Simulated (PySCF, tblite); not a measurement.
# C6H11FO: a rotation path, then NMR shifts on frames, part 2 of 2

tblite 0.8.0 and PySCF 2.14.0. Atoms count from 0.

## 5. Shielding tensors: image 4, PBE0/pcSseg-1

The job: settings as JSON, then the geometry in Å.

```
{"job": {"kind": "nmr", "xc": "PBE0", "basis": "pcSseg-1", "pop": false}, "charge": 0, "multiplicity": 1}
C     -2.969800    -0.112900     0.463700
C     -1.654200    -0.676500    -0.052300
O     -0.566000    -0.086600     0.665400
C      0.444000     0.441400    -0.088100
F     -0.076500     1.450400    -0.901900
C      1.358800    -0.501200    -0.897300
C      2.573200     0.041800    -0.122200
C      1.646200     0.925700     0.731100
H     -2.987000     0.965700     0.332900
H     -3.082300    -0.338100     1.521000
H     -3.798900    -0.547700    -0.087600
H     -1.613600    -1.761500     0.106300
H     -1.552900    -0.467000    -1.121600
H      1.137100    -1.550200    -0.718200
H      1.360800    -0.305200    -1.966900
H      3.269600     0.605200    -0.738100
H      3.124900    -0.708600     0.438300
H      1.814600     1.996400     0.653000
H      1.562400     0.638300     1.775100
```

With the program's defaults for keys left out, this is: GIAO PBE0/pcSseg-1 NMR shielding, non-relativistic, gas phase.

The program printed:

```text
coarse grid: 15512 points
cycle   1  E = -409.6248446030  dE =  9.989e-01  |g| = 7.523e-01  |ddm| = 3.758e+00
cycle   2  E = -409.5583517582  dE =  6.649e-02  |g| = 1.006e+00  |ddm| = 1.149e+00
cycle   3  E = -409.7295938645  dE = -1.712e-01  |g| = 8.095e-02  |ddm| = 6.653e-01
cycle   4  E = -409.7306655392  dE = -1.072e-03  |g| = 3.790e-02  |ddm| = 7.965e-02
cycle   5  E = -409.7309794382  dE = -3.139e-04  |g| = 5.456e-03  |ddm| = 3.060e-02
cycle   6  E = -409.7309836866  dE = -4.248e-06  |g| = 3.020e-03  |ddm| = 6.241e-03
final grid: 149152 points
cycle   7  E = -409.7980001259  dE = -4.519e-05  |g| = 1.371e-02  |ddm| = 3.553e-02
cycle   8  E = -409.7979604495  dE =  3.968e-05  |g| = 2.030e-02  |ddm| = 2.124e-02
cycle   9  E = -409.7980356151  dE = -7.517e-05  |g| = 1.312e-03  |ddm| = 1.312e-02
cycle  10  E = -409.7980359823  dE = -3.672e-07  |g| = 2.883e-04  |ddm| = 1.274e-03
cycle  11  E = -409.7980359966  dE = -1.434e-08  |g| = 1.140e-04  |ddm| = 2.754e-04
cycle  12  E = -409.7980359984  dE = -1.772e-09  |g| = 2.904e-05  |ddm| = 7.954e-05
cycle  13  E = -409.7980359985  dE = -1.385e-10  |g| = 4.695e-06  |ddm| = 2.403e-05
converged SCF energy = -409.7980359985

GIAO shielding tensors (ppm)
atom      isotropic    diamagn.    paramagn.     s11        s22        s33       span
  0 C      167.859     246.332     -78.472    151.075    166.335    186.168     35.093
  1 C      124.479     246.301    -121.822     92.058    112.216    169.164     77.106
  2 O      218.736     400.520    -181.784    166.183    213.387    276.638    110.455
  3 C       69.433     239.918    -170.485     51.366     54.013    102.920     51.555
  4 F      290.926     479.540    -188.614    200.946    292.165    379.666    178.720
  5 C      151.053     252.557    -101.504    133.814    140.453    178.891     45.078
  6 C      177.542     252.596     -75.054    166.000    182.542    184.083     18.082
  7 C      148.825     250.969    -102.145    130.343    137.417    178.714     48.370
  8 H       30.368      29.933       0.435     26.087     29.681     35.336      9.249
  9 H       30.244      28.966       1.278     26.365     28.327     36.040      9.675
 10 H       30.835      27.393       3.442     26.722     27.750     38.034     11.313
 11 H       27.874      31.196      -3.321     22.468     28.261     32.893     10.425
 12 H       27.946      32.307      -4.362     23.311     28.966     31.560      8.250
 13 H       29.339      32.377      -3.037     25.438     29.245     33.334      7.895
 14 H       29.167      31.406      -2.239     25.621     28.088     33.793      8.171
 15 H       29.941      29.389       0.551     26.402     27.006     36.414     10.012
 16 H       30.057      29.656       0.402     26.331     27.225     36.616     10.285
 17 H       29.070      30.394      -1.324     25.728     27.475     34.007      8.278
 18 H       29.180      31.047      -1.867     25.799     28.217     33.523      7.724
```

Run time: 53 s. Hardware: 1 thread of AMD EPYC, shared host; peak memory 0.87 GiB.

In short: δ C3 117.5, C1 62.4, C7 38.1, C5 35.9, H11 3.84, H12 3.77 ppm.

## 6. NMR shieldings: image 6, PBE0/pcSseg-1

The job: settings as JSON, then the geometry in Å.

```
{"job": {"kind": "nmr", "xc": "PBE0", "basis": "pcSseg-1", "pop": false}, "charge": 0, "multiplicity": 1}
C     -2.865000     0.015100     0.286300
C     -1.630800    -0.860600     0.108900
O     -0.499000    -0.326900     0.798600
C      0.398200     0.368400     0.034500
F     -0.254500     1.419800    -0.608800
C      1.295900    -0.409800    -0.951500
C      2.537400     0.129400    -0.217600
C      1.636200     0.847700     0.801900
H     -2.678600     1.013700    -0.098700
H     -3.119100     0.088300     1.340900
H     -3.701800    -0.418400    -0.254900
H     -1.801800    -1.849600     0.544700
H     -1.397200    -0.972900    -0.956000
H      1.158900    -1.486000    -0.878700
H      1.193500    -0.094700    -1.987300
H      3.144500     0.803000    -0.817300
H      3.178500    -0.638000     0.208600
H      1.728500     1.930300     0.827100
H      1.666500     0.450500     1.812100
```

Method: GIAO PBE0/pcSseg-1 NMR shielding, non-relativistic, gas phase.

The program printed:

```text
coarse grid: 15512 points
cycle   1  E = -409.6247177774  dE =  9.999e-01  |g| = 7.497e-01  |ddm| = 3.761e+00
cycle   2  E = -409.5615018762  dE =  6.322e-02  |g| = 9.949e-01  |ddm| = 1.123e+00
cycle   3  E = -409.7288405603  dE = -1.673e-01  |g| = 8.187e-02  |ddm| = 6.468e-01
cycle   4  E = -409.7299407896  dE = -1.100e-03  |g| = 3.779e-02  |ddm| = 7.951e-02
cycle   5  E = -409.7302506625  dE = -3.099e-04  |g| = 5.640e-03  |ddm| = 3.049e-02
cycle   6  E = -409.7302550056  dE = -4.343e-06  |g| = 3.207e-03  |ddm| = 6.326e-03
cycle   7  E = -409.7302568570  dE = -1.851e-06  |g| = 4.162e-04  |ddm| = 2.422e-03
final grid: 149152 points
cycle   8  E = -409.7983649967  dE = -4.984e-05  |g| = 1.230e-02  |ddm| = 3.391e-02
cycle   9  E = -409.7983379105  dE =  2.709e-05  |g| = 1.737e-02  |ddm| = 1.936e-02
cycle  10  E = -409.7983964070  dE = -5.850e-05  |g| = 1.305e-03  |ddm| = 1.113e-02
cycle  11  E = -409.7983967524  dE = -3.455e-07  |g| = 2.808e-04  |ddm| = 1.275e-03
cycle  12  E = -409.7983967658  dE = -1.341e-08  |g| = 1.128e-04  |ddm| = 2.641e-04
cycle  13  E = -409.7983967676  dE = -1.721e-09  |g| = 3.307e-05  |ddm| = 8.139e-05
cycle  14  E = -409.7983967677  dE = -1.774e-10  |g| = 4.042e-06  |ddm| = 2.710e-05
converged SCF energy = -409.7983967677

GIAO shielding tensors (ppm)
atom      isotropic    diamagn.    paramagn.     s11        s22        s33       span
  0 C      166.492     247.034     -80.542    148.887    164.078    186.512     37.625
  1 C      122.648     245.488    -122.840     88.987    111.618    167.340     78.353
  2 O      216.955     400.453    -183.498    167.707    222.463    260.694     92.987
  3 C       67.863     240.363    -172.500     48.487     52.583    102.521     54.034
  4 F      288.077     479.711    -191.634    214.492    285.742    363.998    149.507
  5 C      150.175     252.035    -101.861    134.595    137.610    178.319     43.724
  6 C      177.517     252.403     -74.886    165.960    182.558    184.033     18.073
  7 C      148.677     251.034    -102.357    130.269    136.991    178.772     48.503
  8 H       30.115      30.697      -0.582     25.213     30.857     34.275      9.062
  9 H       30.233      29.032       1.201     26.648     28.158     35.892      9.243
 10 H       30.919      27.750       3.169     26.879     27.734     38.144     11.266
 11 H       27.893      30.518      -2.625     22.549     27.900     33.230     10.681
 12 H       27.996      32.302      -4.306     23.311     29.081     31.596      8.285
 13 H       29.364      32.090      -2.726     25.443     29.238     33.411      7.968
 14 H       29.056      31.368      -2.312     25.393     28.113     33.662      8.268
 15 H       29.929      29.415       0.515     26.403     26.979     36.406     10.003
 16 H       30.045      29.535       0.509     26.337     27.162     36.635     10.299
 17 H       29.095      30.436      -1.341     25.733     27.581     33.971      8.238
 18 H       29.175      30.925      -1.750     25.756     28.168     33.600      7.843
```

Run time: 52 s. Hardware: 1 thread of AMD EPYC, shared host; peak memory 0.85 GiB.

Key values: δ C3 119.1, C1 64.3, C7 38.2, C5 36.8, H11 3.82, H12 3.72 ppm.

## 7. Shielding tensors: image 8, PBE0/pcSseg-1

The job: settings as JSON, then the geometry in Å.

```
{"job": {"kind": "nmr", "xc": "PBE0", "basis": "pcSseg-1", "pop": false}, "charge": 0, "multiplicity": 1}
C     -2.718800     0.011000    -0.038400
C     -1.601800    -0.956300     0.334700
O     -0.496400    -0.337800     0.988900
C      0.368500     0.397300     0.226700
F     -0.249800     1.581900    -0.183100
C      1.108100    -0.250700    -0.961300
C      2.443800     0.214600    -0.354900
C      1.711000     0.694100     0.909600
H     -2.406400     0.680600    -0.834800
H     -2.993100     0.608700     0.826900
H     -3.586600    -0.552500    -0.371900
H     -1.962800    -1.681600     1.068200
H     -1.254600    -1.496000    -0.555700
H      0.992300    -1.331700    -0.985500
H      0.850200     0.171400    -1.929600
H      2.906500     1.024600    -0.913200
H      3.174800    -0.573600    -0.194500
H      1.847400     1.738200     1.176300
H      1.857900     0.067200     1.784100
```

Level: GIAO PBE0/pcSseg-1 NMR shielding, non-relativistic, gas phase.

The program printed:

```text
coarse grid: 15512 points
cycle   1  E = -409.6249875259  dE =  1.004e+00  |g| = 7.483e-01  |ddm| = 3.749e+00
cycle   2  E = -409.5629645793  dE =  6.202e-02  |g| = 9.926e-01  |ddm| = 1.139e+00
cycle   3  E = -409.7288330303  dE = -1.659e-01  |g| = 8.343e-02  |ddm| = 6.553e-01
cycle   4  E = -409.7299903553  dE = -1.157e-03  |g| = 3.754e-02  |ddm| = 8.085e-02
cycle   5  E = -409.7302998669  dE = -3.095e-04  |g| = 5.473e-03  |ddm| = 3.074e-02
cycle   6  E = -409.7303040574  dE = -4.190e-06  |g| = 3.112e-03  |ddm| = 6.218e-03
final grid: 149152 points
cycle   7  E = -409.7977810112  dE = -4.591e-05  |g| = 1.395e-02  |ddm| = 3.280e-02
cycle   8  E = -409.7977385049  dE =  4.251e-05  |g| = 2.081e-02  |ddm| = 2.232e-02
cycle   9  E = -409.7978183708  dE = -7.987e-05  |g| = 1.363e-03  |ddm| = 1.377e-02
cycle  10  E = -409.7978187640  dE = -3.932e-07  |g| = 3.091e-04  |ddm| = 1.350e-03
cycle  11  E = -409.7978187808  dE = -1.685e-08  |g| = 1.181e-04  |ddm| = 2.876e-04
cycle  12  E = -409.7978187827  dE = -1.888e-09  |g| = 3.223e-05  |ddm| = 8.117e-05
cycle  13  E = -409.7978187829  dE = -1.689e-10  |g| = 4.280e-06  |ddm| = 2.660e-05
converged SCF energy = -409.7978187829

GIAO shielding tensors (ppm)
atom      isotropic    diamagn.    paramagn.     s11        s22        s33       span
  0 C      166.549     248.106     -81.557    149.228    166.370    184.049     34.822
  1 C      122.759     244.510    -121.751     88.055    112.803    167.420     79.365
  2 O      210.978     400.271    -189.293    147.415    228.446    257.071    109.656
  3 C       67.287     240.258    -172.971     44.394     54.414    103.053     58.659
  4 F      280.883     479.398    -198.516    209.878    284.028    348.742    138.864
  5 C      153.378     251.911     -98.533    135.225    148.267    176.642     41.417
  6 C      176.725     252.165     -75.440    165.251    181.537    183.388     18.137
  7 C      148.328     251.418    -103.090    132.205    134.703    178.075     45.870
  8 H       30.002      31.332      -1.329     25.290     30.821     33.897      8.607
  9 H       30.251      29.530       0.721     26.859     28.404     35.491      8.632
 10 H       30.955      27.893       3.061     26.877     27.748     38.239     11.362
 11 H       27.873      29.931      -2.058     22.458     27.651     33.512     11.054
 12 H       27.840      31.915      -4.075     23.194     28.956     31.369      8.175
 13 H       29.247      32.245      -2.998     25.175     29.471     33.094      7.918
 14 H       29.325      31.632      -2.307     25.631     28.150     34.194      8.563
 15 H       29.847      29.687       0.160     26.436     27.003     36.103      9.668
 16 H       30.055      29.406       0.649     26.317     27.041     36.808     10.491
 17 H       29.135      30.322      -1.187     25.770     27.346     34.290      8.520
 18 H       29.265      30.897      -1.631     25.973     28.160     33.662      7.689
```

It took 55 s on 1 thread of AMD EPYC, shared host; peak memory 0.85 GiB.

This run: δ C3 119.6, C1 64.2, C7 38.6, C5 33.5, H12 3.88, H11 3.84 ppm.

## 8. Side by side: NMR shifts

Shifts (ppm) of some atoms, chosen among heavy atoms and hydrogens apart, with basis size and wall time:

```
  frame    C1    C5    C0   H11    H8     O2      F4  functions  time
image 0  60.5  34.7  17.3  3.57  1.45  120.5  -123.5        191  69 s
image 2  60.4  34.3  17.6  3.74  1.39  118.9  -124.7        191  51 s
image 4  62.4  35.9  19.1  3.84  1.35  117.3  -120.0        191  53 s
image 6  64.3  36.8  20.4  3.82  1.60  119.1  -117.1        191  52 s
image 8  64.2  33.5  20.4  3.84  1.71  125.1  -109.9        191  55 s
```

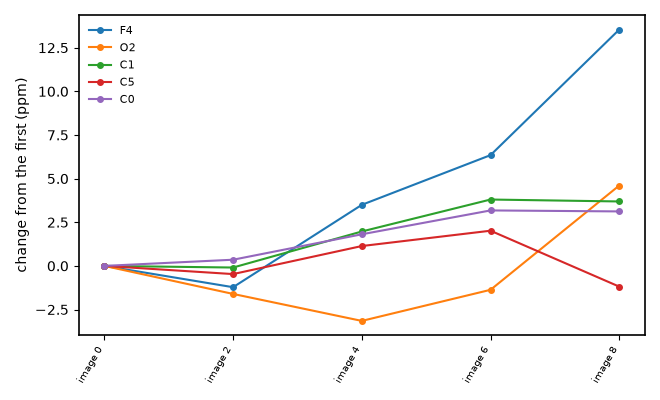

How five of the tabulated atoms move from run to run.

## 9. Outcome

The summary covers parts 1 to 2.

| quantity | value |
| --- | --- |
| barrier | 0.035 eV (0.8 kcal/mol) at image 4 |
| end to end (GFN2-xTB) | 0.013 eV |
| 13C shifts against TMS (PBE0/pcSseg-1, image 0) | 118.0, 60.5, 38.1, 34.7, 17.3, 9.8 ppm |
| 1H shifts against TMS (PBE0/pcSseg-1, image 0) | 3.90, 3.57, 2.65, 2.52, 2.49, 2.48, 1.84, 1.68, 1.45, 1.34, 1.03 ppm |
| 17O shifts against H2O (PBE0/pcSseg-1, image 0) | 120.5 ppm |
| 19F shifts against CFCl3 (PBE0/pcSseg-1, image 0) | -123.5 ppm |
| surface potential, least and greatest | -1.23 V and 0.73 V |
| range of the shift of F4 | -124.7 to -109.9 ppm |

In words: Along the band the dihedral turns by 107°, and the top (dihedral 231°) lies 0.8 kcal/mol above the start (GFN2-xTB, rough), so at room temperature this motion is fast. Ends this close can change order at a higher level. The top was not checked by a frequency run. Shifts at one fixed geometry are not the observed spectrum, which averages over the motion. In the first frame run (image 0): The largest span, 152 ppm, is at F4, where the paramagnetic term is -184 ppm. In ppm, F4 moves most: its shift spreads over 14.8 ppm, from -124.7 (image 2) to -109.9 (image 8).
